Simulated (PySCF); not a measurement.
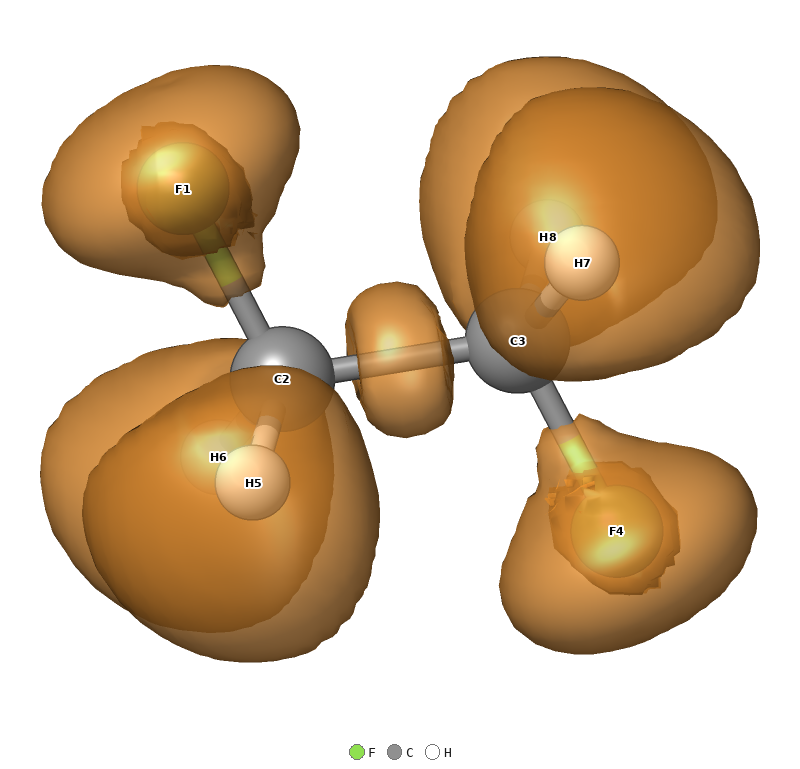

Figure. C₂H₄F₂. Isosurface of the ELF at 0.75 (orange), seen across its widest extent. Only the valence region is drawn (cores and ρ < 0.01 e/Å³ removed).

Geometry: PBE0-D3(BJ)/def2-SVP.

These are results of PySCF, wB97X-D/pcSseg-1, SCF density, gas phase, non-relativistic, not measurements.

```xyz
8

F     0.0530    1.2047    1.2862
C     0.1296   -0.0478    0.7405
C    -0.1275    0.0502   -0.7468
F    -0.0520   -1.2025   -1.2924
H     1.1311   -0.4713    0.9271
H    -0.6201   -0.7039    1.2144
H     0.6227    0.7055   -1.2211
H    -1.1286    0.4745   -0.9332
```

> Describe the localisation domains.

The ELF exceeds this value in one region between bonded C–C atoms (shared pairs), four regions around hydrogen nuclei and two regions on F in which the atom's valence shell and bonds are merged.

Values along the shortest contacts:
C–F (1.37 Å): the ELF peaks at about 0.85 between the atoms: a shared but strongly polarised pair. C–C (1.51 Å): the ELF peaks at about 1 between the atoms, as expected for a shared electron pair.
